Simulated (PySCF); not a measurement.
**One shape, several levels: SO2F2 (SMILES O=S(=O)(F)F)**

Aim: a comparison of 6 runs (HF/def2-SVP, B3LYP/6-31G*, PBE0/def2-SVP, MP2/6-311+G**, MP2/pcseg-2) of SO2F2. The job is set up through a Python script.

Program for the calculation: PySCF 2.14.0.

## (1) The molecule

SO2F2: 5 atoms, total charge 0, spin state singlet. SMILES: `O=S(=O)(F)F`. The shape is that of a PBE0-D4/def2-TZVP optimisation.

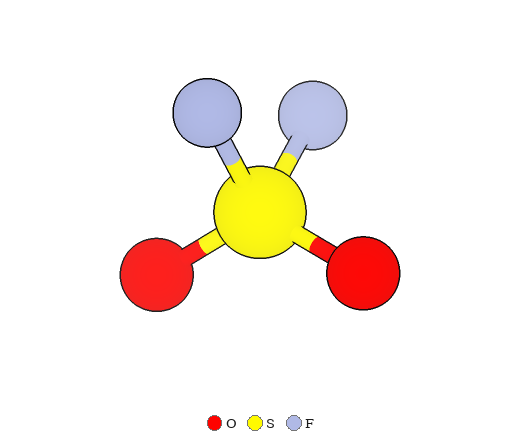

Viewed from a chosen angle; oxygen red, sulfur yellow, fluorine light blue.

## (2) Energy and forces at HF/def2-SVP (run 1)

Input file input.py:

```python
# O=S(=O)(F)F
import pyscf.grad
from pyscf import gto

mol = gto.Mole()
mol.atom = '''
O     -0.388200    -0.151100     1.421700
S      0.070900    -0.096900     0.095900
O      1.129600    -0.862200    -0.418700
F     -1.140900    -0.267600    -0.837400
F      0.328600     1.377800    -0.261400
'''
mol.charge = 0
mol.max_memory = 1860
mol.basis = 'def2-svp'
mol.verbose = 4
mol.build()

mf = mol.RHF()
mf.conv_tol = 1e-10
mf.kernel()
if not mf.converged:
    mf = mf.newton().run(mf.mo_coeff, mf.mo_occ)

e_tot = mf.e_tot
print('E = %.10f Eh' % e_tot)
grad = mf.Gradients().kernel()
mf.analyze()
```

On the command line:

```sh
$ OMP_NUM_THREADS=1 python input.py
```

What it wrote:

```text
PySCF version 2.14.0

[INPUT] num. atoms = 5
[INPUT] num. electrons = 50
[INPUT] charge = 0
[INPUT] spin (= nelec alpha-beta = 2S) = 0
[INPUT] symmetry False subgroup None
[INPUT] Mole.unit = angstrom
[INPUT] Symbol           X                Y                Z      unit          X                Y                Z       unit  Magmom
[INPUT]  1 O     -0.388200000000  -0.151100000000   1.421700000000 AA   -0.733591681556  -0.285537617422   2.686623631294 Bohr   0.0
[INPUT]  2 S      0.070900000000  -0.096900000000   0.095900000000 AA    0.133981582232  -0.183114461470   0.181224735346 Bohr   0.0
[INPUT]  3 O      1.129600000000  -0.862200000000  -0.418700000000 AA    2.134634630309  -1.629321864600  -0.791228328355 Bohr   0.0
[INPUT]  4 F     -1.140900000000  -0.267600000000  -0.837400000000 AA   -2.155988535516  -0.505690710934  -1.582456656711 Bohr   0.0
[INPUT]  5 F      0.328600000000   1.377800000000  -0.261400000000 AA    0.620964004532   2.603664654426  -0.493974408961 Bohr   0.0

[... 64 lines left out ...]
One-electron Energy =                -1610.633495989713538
[... 8 lines left out ...]
MO #4   energy= -20.6291231439517  occ= 2
[... 6 lines left out ...]
MO #11  energy= -1.69430037991222  occ= 2
[... 6 lines left out ...]
MO #18  energy= -0.781922768767876 occ= 2
[... 6 lines left out ...]
MO #25  energy= -0.556529720834687 occ= 2
[... 6 lines left out ...]
MO #32  energy= 0.774082940003699  occ= 0
[... 6 lines left out ...]
MO #39  energy= 1.15946483860471   occ= 0
[... 6 lines left out ...]
MO #46  energy= 1.46425366839779   occ= 0
[... 6 lines left out ...]
MO #53  energy= 1.89990235805155   occ= 0
[... 6 lines left out ...]
MO #60  energy= 3.05792965887582   occ= 0
[... 6 lines left out ...]
MO #67  energy= 3.38248645729496   occ= 0
[... 6 lines left out ...]
MO #74  energy= 3.95460394295475   occ= 0
[... 43 lines left out ...]
pop of  2 O 3dxy          0.00684
pop of  2 O 3dyz          0.00310
pop of  2 O 3dz^2         0.00298
pop of  2 O 3dxz          0.00479
pop of  2 O 3dx2-y2       0.00527
pop of  3 F 1s            1.99998
pop of  3 F 2s            1.87491
pop of  3 F 3s            0.00538
pop of  3 F 2px           1.74971
pop of  3 F 2py           1.94501
pop of  3 F 2pz           1.83482
pop of  3 F 3px           0.00166
pop of  3 F 3py           0.00153
pop of  3 F 3pz           0.00168
pop of  3 F 3dxy          0.00120
pop of  3 F 3dyz          0.00074
pop of  3 F 3dz^2         0.00126
pop of  3 F 3dxz          0.00405
pop of  3 F 3dx2-y2       0.00205
pop of  4 F 1s            1.99998
pop of  4 F 2s            1.87492
pop of  4 F 3s            0.00538
pop of  4 F 2px           1.94187
pop of  4 F 2py           1.65097
pop of  4 F 2pz           1.93669
pop of  4 F 3px           0.00161
pop of  4 F 3py           0.00160
pop of  4 F 3pz           0.00165
pop of  4 F 3dxy          0.00195
pop of  4 F 3dyz          0.00219
pop of  4 F 3dz^2         0.00130
pop of  4 F 3dxz          0.00019
pop of  4 F 3dx2-y2       0.00366
 ** Mulliken atomic charges  **
charge of    0O =     -0.76575
charge of    1S =      2.37943
charge of    2O =     -0.76574
charge of    3F =     -0.42396
charge of    4F =     -0.42398
Dipole moment(X, Y, Z, Debye): -0.51962,  0.71002, -0.70342
```

It took 3.6 s on 1 thread of Arm Neoverse V1, shared host; peak memory 0.14 GiB.

## (3) Energy and gradient at B3LYP/6-31G(d) (spherical functions) (run 2)

Input file run.py:

```python
import pyscf.grad
from pyscf import gto, dft

mol = gto.M(
    atom='''
O       -0.388200      -0.151100       1.421700
S        0.070900      -0.096900       0.095900
O        1.129600      -0.862200      -0.418700
F       -1.140900      -0.267600      -0.837400
F        0.328600       1.377800      -0.261400
''',
    charge=0,
    max_memory=1860,
    verbose=3,
    basis='6-31g*',
)

ks = dft.RKS(mol)
ks.xc = 'b3lyp'
ks.grids.level = 5
ks.conv_tol = 1e-10
ks.kernel()
if not ks.converged:
    ks = ks.newton().run(ks.mo_coeff, ks.mo_occ)

e_tot = ks.e_tot
print('E = %.10f Eh' % e_tot)
grad = ks.Gradients().kernel()
ks.analyze()
```

On the command line:

```sh
$ OMP_NUM_THREADS=1 python run.py
```

What it wrote:

```text
converged SCF energy = -748.225299242564
E = -748.2252992426 Eh
--------------- RKS gradients ---------------
         x                y                z
0 O     0.0153006590     0.0017185886    -0.0439698295
1 S    -0.0027338615     0.0037275414    -0.0037886613
2 O    -0.0351527030     0.0253840066     0.0171989950
3 F     0.0279158439     0.0031734518     0.0218112388
4 F    -0.0053385181    -0.0340271316     0.0087445445
----------------------------------------------
**** MO energy ****
MO #1   energy= -89.2263027873517  occ= 2
MO #2   energy= -24.7899617275894  occ= 2
MO #3   energy= -24.7899153028521  occ= 2
MO #4   energy= -19.2091905211315  occ= 2
MO #5   energy= -19.2091747318083  occ= 2
MO #6   energy= -8.25362809665668  occ= 2
MO #7   energy= -6.21965478671325  occ= 2
MO #8   energy= -6.21866325895416  occ= 2
MO #9   energy= -6.2154398185686   occ= 2
MO #10  energy= -1.36698968355304  occ= 2
MO #11  energy= -1.29260743692036  occ= 2
MO #12  energy= -1.16597191755147  occ= 2
MO #13  energy= -1.09965757981365  occ= 2
MO #14  energy= -0.734925348862972 occ= 2
MO #15  energy= -0.653362546769673 occ= 2
MO #16  energy= -0.583989058456069 occ= 2
MO #17  energy= -0.5726243931171   occ= 2
MO #18  energy= -0.525971284984785 occ= 2
MO #19  energy= -0.519392441364245 occ= 2
MO #20  energy= -0.496067310170389 occ= 2
MO #21  energy= -0.477457587762093 occ= 2
MO #22  energy= -0.433567070743037 occ= 2
MO #23  energy= -0.422168474928254 occ= 2
MO #24  energy= -0.381233681821033 occ= 2
MO #25  energy= -0.366138872396045 occ= 2
MO #26  energy= 0.00530027483124984 occ= 0
MO #27  energy= 0.0353275866789042 occ= 0
MO #28  energy= 0.0782193329554128 occ= 0
MO #29  energy= 0.159031690117747  occ= 0
MO #30  energy= 0.242687228841982  occ= 0
MO #31  energy= 0.291058324215927  occ= 0
MO #32  energy= 0.318453685480648  occ= 0
MO #33  energy= 0.352574000667991  occ= 0
MO #34  energy= 0.565833573238633  occ= 0
MO #35  energy= 0.599698109675499  occ= 0
MO #36  energy= 0.772858920648668  occ= 0
MO #37  energy= 0.77894875658797   occ= 0
MO #38  energy= 0.840633040331662  occ= 0
MO #39  energy= 0.883914770860933  occ= 0
MO #40  energy= 0.927553827880094  occ= 0
MO #41  energy= 0.969193180596157  occ= 0
MO #42  energy= 1.0029029496113    occ= 0
MO #43  energy= 1.08019200417844   occ= 0
MO #44  energy= 1.11856421826511   occ= 0
MO #45  energy= 1.14204271382744   occ= 0
MO #46  energy= 1.19362630914645   occ= 0
MO #47  energy= 1.19844996389338   occ= 0
MO #48  energy= 1.26698412940759   occ= 0
MO #49  energy= 1.31028176274419   occ= 0
MO #50  energy= 1.34907179526528   occ= 0
MO #51  energy= 1.47750247513367   occ= 0
MO #52  energy= 1.58189432605318   occ= 0
MO #53  energy= 1.65181165511782   occ= 0
MO #54  energy= 1.69726316321959   occ= 0
MO #55  energy= 1.70764002339657   occ= 0
MO #56  energy= 1.72387824752493   occ= 0
MO #57  energy= 1.73764877483217   occ= 0
MO #58  energy= 1.7376840366911    occ= 0
MO #59  energy= 1.76145325937765   occ= 0
MO #60  energy= 1.7677399662294    occ= 0
MO #61  energy= 1.78134694393455   occ= 0
MO #62  energy= 1.80428017594259   occ= 0
MO #63  energy= 1.80688053183382   occ= 0
MO #64  energy= 1.89083338170192   occ= 0
MO #65  energy= 1.98155021211791   occ= 0
MO #66  energy= 2.05623651312877   occ= 0
MO #67  energy= 2.09269756022633   occ= 0
MO #68  energy= 2.20637651476245   occ= 0
MO #69  energy= 2.23470744024989   occ= 0
MO #70  energy= 2.29214266601532   occ= 0
MO #71  energy= 2.57289419898621   occ= 0
MO #72  energy= 2.80257024691319   occ= 0
MO #73  energy= 2.82741878980375   occ= 0
MO #74  energy= 2.84222427854966   occ= 0
 ** Mulliken atomic charges  **
charge of    0O =     -0.70540
charge of    1S =      2.19763
charge of    2O =     -0.70539
charge of    3F =     -0.39341
charge of    4F =     -0.39342
Dipole moment(X, Y, Z, Debye): -0.54636,  0.74656, -0.73948
```

Wall time 21 s (1 thread of Arm Neoverse V1, shared host); peak memory 0.72 GiB.

Runs 3 to 5 aren't shown in full; the table further down has their settings and results.

## (4) Energy and gradient at MP2/pcseg-2 (run 6)

Input file input.xyz:

```xyz
5

O     -0.388200    -0.151100     1.421700
S      0.070900    -0.096900     0.095900
O      1.129600    -0.862200    -0.418700
F     -1.140900    -0.267600    -0.837400
F      0.328600     1.377800    -0.261400
```

Input file run.py:

```python
# O=S(=O)(F)F
import pyscf.grad
from pyscf import gto, mp

molecule = gto.Mole()
molecule.atom = 'input.xyz'
molecule.basis = 'pcseg-2'
molecule.verbose = 4
molecule.charge = 0
molecule.max_memory = 1860
molecule.build()

myscf = molecule.RHF()
myscf.conv_tol = 1e-10
myscf.kernel()
if not myscf.converged:
    myscf = myscf.newton().run(myscf.mo_coeff, myscf.mo_occ)

pt = mp.MP2(myscf, frozen=9).run()
e_final = pt.e_tot
print('Final energy', e_final)
grad = pt.Gradients().kernel()
myscf.analyze()
```

On the command line:

```sh
$ OMP_NUM_THREADS=1 python run.py
```

What it wrote:

```text
PySCF version 2.14.0

[INPUT] num. atoms = 5
[INPUT] num. electrons = 50
[INPUT] charge = 0
[INPUT] spin (= nelec alpha-beta = 2S) = 0
[INPUT] symmetry False subgroup None
[INPUT] Mole.unit = angstrom
[INPUT] Symbol           X                Y                Z      unit          X                Y                Z       unit  Magmom
[INPUT]  1 O     -0.388200000000  -0.151100000000   1.421700000000 AA   -0.733591681556  -0.285537617422   2.686623631294 Bohr   0.0
[INPUT]  2 S      0.070900000000  -0.096900000000   0.095900000000 AA    0.133981582232  -0.183114461470   0.181224735346 Bohr   0.0
[INPUT]  3 O      1.129600000000  -0.862200000000  -0.418700000000 AA    2.134634630309  -1.629321864600  -0.791228328355 Bohr   0.0
[INPUT]  4 F     -1.140900000000  -0.267600000000  -0.837400000000 AA   -2.155988535516  -0.505690710934  -1.582456656711 Bohr   0.0
[INPUT]  5 F      0.328600000000   1.377800000000  -0.261400000000 AA    0.620964004532   2.603664654426  -0.493974408961 Bohr   0.0

[... 72 lines left out ...]
DFT Exchange-Correlation Energy =      -61.875642554623937
[... 15 lines left out ...]
MO #14  energy= -0.993384793014961 occ= 2
[... 13 lines left out ...]
MO #28  energy= 0.234346418106977  occ= 0
[... 13 lines left out ...]
MO #42  energy= 0.64126951593827   occ= 0
[... 13 lines left out ...]
MO #56  energy= 1.64586391258771   occ= 0
[... 13 lines left out ...]
MO #70  energy= 2.19389205233572   occ= 0
[... 13 lines left out ...]
MO #84  energy= 2.85115984457632   occ= 0
[... 13 lines left out ...]
MO #98  energy= 4.04071186936793   occ= 0
[... 13 lines left out ...]
MO #112 energy= 4.66904307119411   occ= 0
[... 13 lines left out ...]
MO #126 energy= 5.38470701566152   occ= 0
[... 13 lines left out ...]
MO #140 energy= 7.05960646057237   occ= 0
[... 13 lines left out ...]
MO #154 energy= 33.6638224020667   occ= 0
[... 123 lines left out ...]
pop of  3 F 4f+1          0.00064
pop of  3 F 4f+2          0.00075
pop of  3 F 4f+3          0.00031
pop of  4 F 1s            2.00000
pop of  4 F 2s            1.88365
pop of  4 F 3s            0.00594
pop of  4 F 4s            0.00133
pop of  4 F 2px           1.93834
pop of  4 F 2py           1.64502
pop of  4 F 2pz           1.93251
pop of  4 F 3px           0.00321
pop of  4 F 3py           0.00160
pop of  4 F 3pz           0.00336
pop of  4 F 4px           0.00163
pop of  4 F 4py           0.00543
pop of  4 F 4pz           0.00175
pop of  4 F 3dxy          0.00383
pop of  4 F 3dyz          0.00407
pop of  4 F 3dz^2         0.00244
pop of  4 F 3dxz          0.00037
pop of  4 F 3dx2-y2       0.00654
pop of  4 F 4dxy          0.00076
pop of  4 F 4dyz          0.00076
pop of  4 F 4dz^2         0.00049
pop of  4 F 4dxz          0.00009
pop of  4 F 4dx2-y2       0.00117
pop of  4 F 4f-3          0.00071
pop of  4 F 4f-2          0.00016
pop of  4 F 4f-1          0.00053
pop of  4 F 4f+0          0.00025
pop of  4 F 4f+1          0.00005
pop of  4 F 4f+2          0.00043
pop of  4 F 4f+3          0.00061
 ** Mulliken atomic charges  **
charge of    0O =     -0.81988
charge of    1S =      2.53383
charge of    2O =     -0.81986
charge of    3F =     -0.44704
charge of    4F =     -0.44705
Dipole moment(X, Y, Z, Debye): -0.58489,  0.79922, -0.79170
```

Run time: 89 s. Hardware: 1 thread of Arm Neoverse V1, shared host; peak memory 2 GiB.

## (5) All runs side by side

```csv
run,level,integration grid,Cartesian functions,energy (Eh),dipole moment (D) of the reference,HOMO energy (eV),LUMO energy (eV),wall time
1,HF/def2-SVP,–,no,-745.608081,1.13,-15.14,5.65,3.6 s
2,B3LYP/6-31G* (spherical functions),5,no,-748.225299,1.18,-9.96,0.14,21 s
3,PBE0/def2-SVP,5,no,-747.361989,1.04,-10.44,0.63,18 s
4,B3LYP/6-31G* (Cartesian functions),5,yes,-748.232847,1.18,-9.98,0.13,22 s
5,MP2/6-311+G**,–,no,-747.091511,1.09,-15.24,1.68,25 s
6,MP2/pcseg-2,–,no,-747.378502,1.27,-15.16,5.43,89 s
```

## (6) What came out

| quantity | value |
| --- | --- |
| run 6: total energy | -747.37850 Eh |
| run 6: dipole moment (Hartree–Fock density) | 1.27 D |
| run 6: HOMO energy (Hartree–Fock orbitals) | -15.16 eV |
| run 6: LUMO energy (Hartree–Fock orbitals) | 5.43 eV |
| run 6: HOMO–LUMO gap (Hartree–Fock orbitals) | 20.59 eV |
| run 6: correlation energy (9 core orbitals frozen) | -1127.8 mEh |
| run 6: largest force on an atom | 0.620 eV/Å |

Over runs 1, 2, 3, 4 the dipole moment (its size) runs from 1.04 D (PBE0/def2-SVP) to 1.18 D (B3LYP/6-31G*). The two ends differ in method and basis. Over runs 1, 2, 3, 4 the HOMO–LUMO gap runs from 10.11 eV (B3LYP/6-31G*) to 20.79 eV (HF/def2-SVP). Totals of different functionals can't be ranked against each other. All runs together took 3 min, the longest 89 s.
